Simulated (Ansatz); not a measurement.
Pressure series in hypothetical rock salt GaAs

The parent structure is GaAs in the rock salt structure (space group Fm-3m, No. 225; a = 5.304 Å; a hypothetical phase, not in the database extracts checked).

Cell and atoms are relaxed at each pressure.

All numbers come from Ansatz (a program for electronic structure) PBEsol, spin-orbit coupling left out, earlier PAW set.

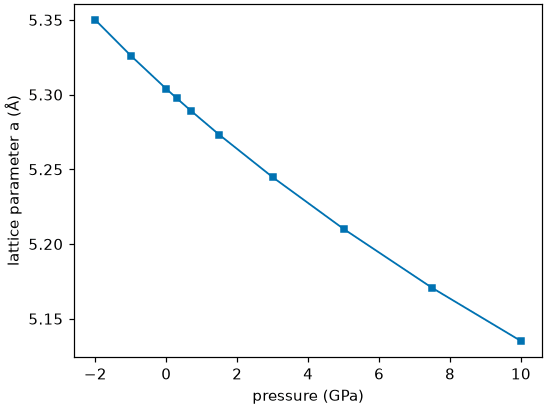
Fig. 1. Lattice parameter a against pressure

Problem. From the plot, what is the lattice parameter a for pressure 0.7 GPa?

Solution. About 5.29 Å.

Problem. Is the trend monotonic over the range shown?

Solution. Yes, it falls throughout, spanning 9.704 bohr to 10.110 bohr.

Load acts through the strain it causes; cell and atoms are relaxed under it. Stability against distortions was not tested. No other phases were tried under pressure. All final runs are without spin polarisation.
